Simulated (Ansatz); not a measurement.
ZnS (space group R3m)

Space group R3m, hexagonal axes (No. 160); a = 3.7838 Å, b = 3.7838 Å, c = 27.8997 Å, α = 90.00°, β = 90.00°, γ = 120.00°

| atom | site | symmetry | x | y | z |
|---|---|---|---|---|---|
| Zn | 3a | 3m | 0.0000 | 0.0000 | 0.0000 |
| Zn | 3a | 3m | 0.0000 | 0.0000 | 0.2223 |
| Zn | 3a | 3m | 0.0000 | 0.0000 | 0.4446 |
| S | 3a | 3m | 0.0000 | 0.0000 | 0.0833 |
| S | 3a | 3m | 0.0000 | 0.0000 | 0.5278 |
| S | 3a | 3m | 0.0000 | 0.0000 | 0.3054 |
(The calculation used a cell of 6 atoms; values per cell refer to that cell.)

This relaxed cell (volume V₀) is scaled evenly in all directions, its shape held. The atoms relax within the cell's symmetry.

Calculation: PBEsol (plane waves to 420 eV, PAW, scalar-relativistic; Ansatz, a quantum-chemistry and plane-wave program). k mesh 10×10×10 (Γ-centred), Fermi-Dirac smearing 0.05 eV. Energies are smeared free energies. With the shape held, the modulus is that of even scaling; a crystal free to change shape is softer. This is one of several known forms of ZnS; the measured ambient cells at hand have space group No. 186 or 216. ZnS was relaxed with its symmetry unable to fall. ΔE is measured from the relaxed starting cell.

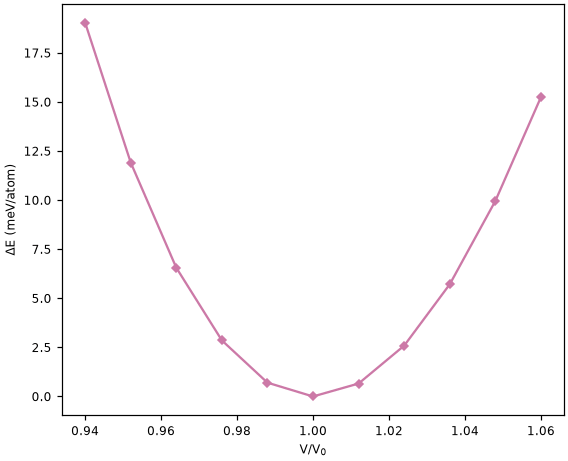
*ΔE (meV/atom) against V/V₀; markers are the computed points, lines only join them.*

Task: What is ΔE at V/V₀ = 0.940?

Result: About 19 meV/atom.

Task: What is ΔE at V/V₀ = 1.060?

Result: About 15 meV/atom.

Task: What bulk modulus at fixed cell shape B₀ follows from a third-order Birch-Murnaghan fit?

Result: About 79 GPa.

(Under strain, the slope of the energy per volume gives the stress and its curvature an elastic modulus.)
